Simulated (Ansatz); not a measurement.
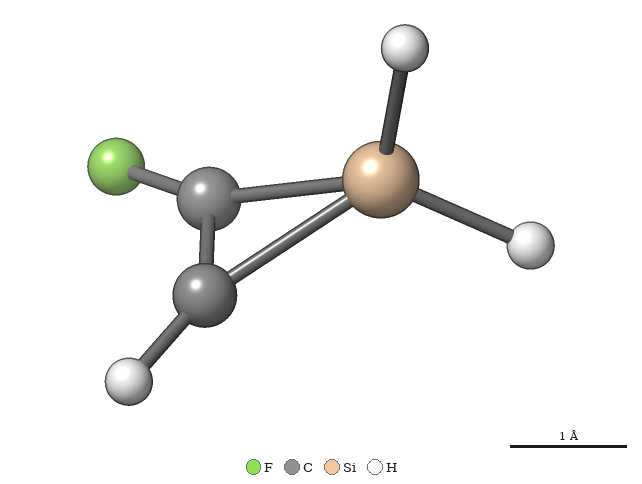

The picture shows a molecular structure as a ball-and-stick model. Every bond is drawn as one stick, whatever its order.

What does the picture show?

Formula C₂H₃FSi. SMILES: `FC1=C[SiH2]1`. Independent rings (smallest set): 1 of 3 members. Among its groups: alkene, C–F bond, Si–H bond. This geometry has Cs symmetry.

More results for the same structure follow; atom numbers are the same in all pictures, views and colours differ. The computed structure is the end point of a PBE0-D4/def2-TZVP optimisation.

**Geometry**

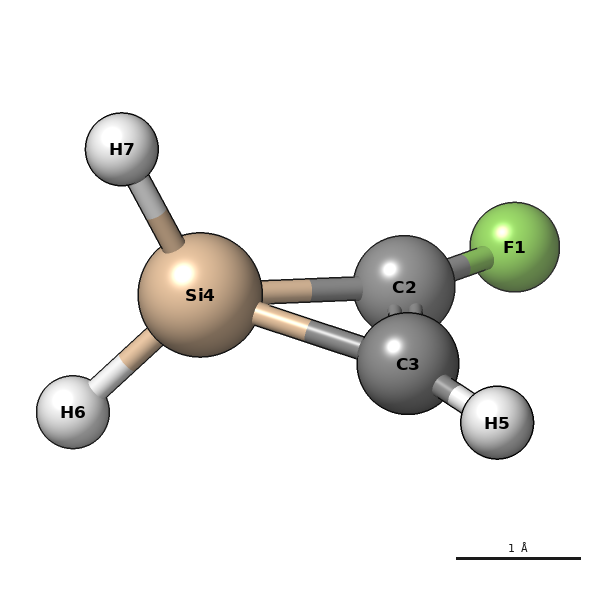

The atoms are numbered.

Estimate the angles F1–C2–C3, F1–C2–Si4, C3–C2–Si4, C2–C3–Si4, C2–C3–H5, Si4–C3–H5, C2–Si4–C3, C2–Si4–H6, C3–Si4–H6, H6–Si4–H7.

```json
{"angle": "F1–C2–C3", "degrees": "135.1"}
{"angle": "F1–C2–Si4", "degrees": "154.9"}
{"angle": "C3–C2–Si4", "degrees": "69.9"}
{"angle": "C2–C3–Si4", "degrees": "67.3"}
{"angle": "C2–C3–H5", "degrees": "138.8"}
{"angle": "Si4–C3–H5", "degrees": "153.9"}
{"angle": "C2–Si4–C3", "degrees": "42.8"}
{"angle": "C2–Si4–H6", "degrees": "122.2"}
{"angle": "C3–Si4–H6", "degrees": "121.8"}
{"angle": "H6–Si4–H7", "degrees": "110.7"}
```

**Vibrations**

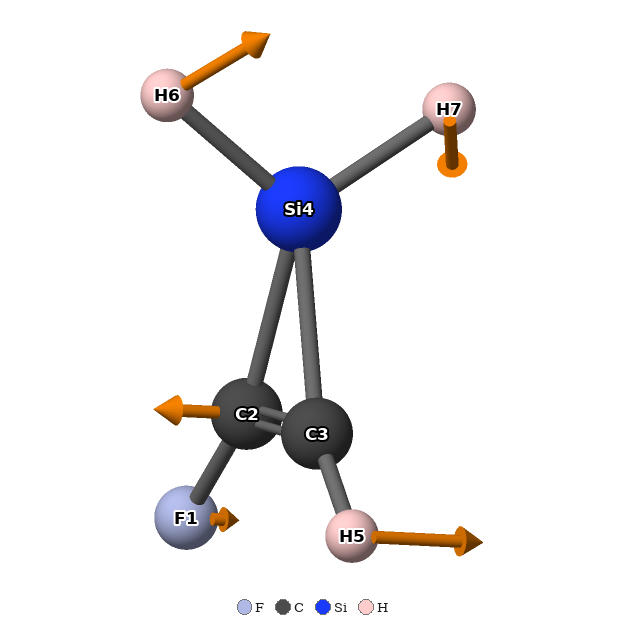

The arrows show one normal mode. Harmonic vibrations computed with RKS PBE0-D4/def2-TZVP (Ansatz 0.2.0) at a stationary point of the same level.

Question: At what wavenumber does it lie?

Answer: 349 cm⁻¹; it is mode 1 of 15 counted from the lowest.

**Electronic properties**

Level of theory: RKS B3LYP-D4/def2-TZVPP (Ansatz 0.2.0).

Question: Give the dipole moment at this level.

Answer: 1.36 D.

Question: Give the LUMO energy (Kohn–Sham orbital) at this level.

Answer: −0.59 eV.

Question: What is the dispersion correction?

Answer: −19.5 kJ/mol.

Question: Estimate the HOMO energy (Kohn–Sham orbital).

Answer: −7.83 eV.

**Charges**

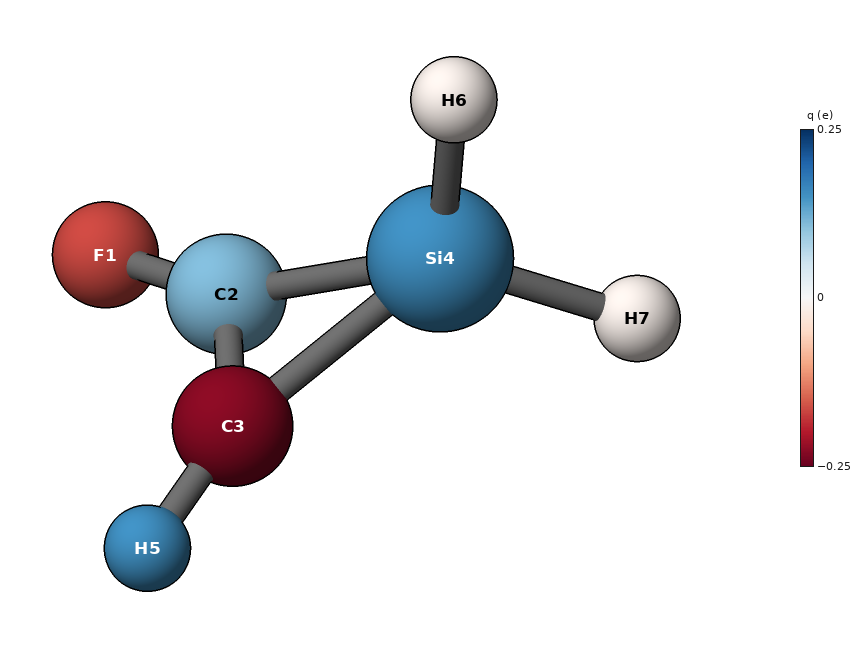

Atoms are coloured by their Mulliken charges. Level of theory: RKS PBE0-D4/def2-TZVP (Ansatz 0.2.0).

Question: Which atom carries the highest charge (most positive or least negative)?

Answer: Si4, H5 (0.15 e).

Question: And the lowest?

Answer: C3 (−0.23 e).

Give the Mulliken charges atom by atom.

```csv
atom,value (e)
F1,−0.16
C2,0.11
C3,−0.23
Si4,0.15
H5,0.15
H6,−0.01
H7,−0.01
```

**Thermal motion**

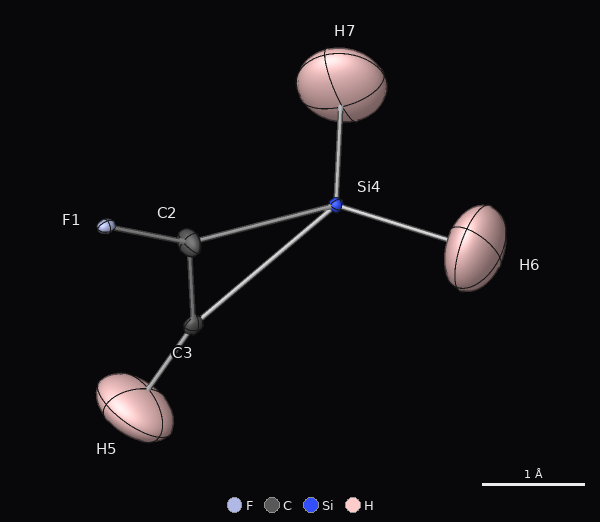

Displacement ellipsoids at the 50 % level, enlarged 2 times, from the internal vibrations of the free molecule (harmonic, no overall translation or rotation; no half-axis is drawn under 0.075 Å). Vibrations computed with RKS PBE0-D4/def2-TZVP (Ansatz 0.2.0). Temperature: 0 K (zero-point motion alone).

Give the displacement parameters, one line for each set of equivalent atoms.

```tsv
atom	U_eq (Å²)	rms amplitudes (Å)
F1	0.00066	0.019, 0.024, 0.032
C2	0.0017	0.030, 0.039, 0.052
C3	0.0010	0.023, 0.035, 0.037
Si4	0.00035	0.011, 0.017, 0.025
H5	0.0152	0.079, 0.139, 0.141
H6, H7	0.0182	0.086, 0.141, 0.165
```

Mulliken values depend strongly on the basis set and can even reverse the polarity of a bond.
